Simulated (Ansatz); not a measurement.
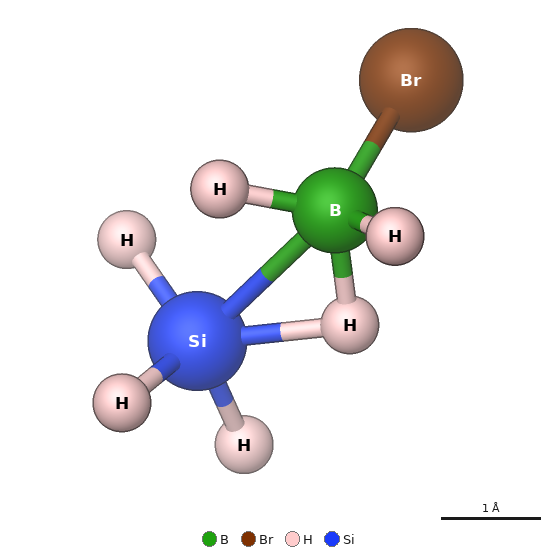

Depth is shown by fading: the farther an atom, the more it takes the colour of the background. The computed structure is the end point of a PBE0-D4/def2-TZVP optimisation. Masses are those of the most abundant isotopes; constants are for the rigid equilibrium geometry.

**Classify the rotor and give the rotational constants (MHz).**

An asymmetric top (C1): A = 18226, B = 1797, C = 1690 MHz. Ray's parameter κ is −0.99, close to the prolate limit.
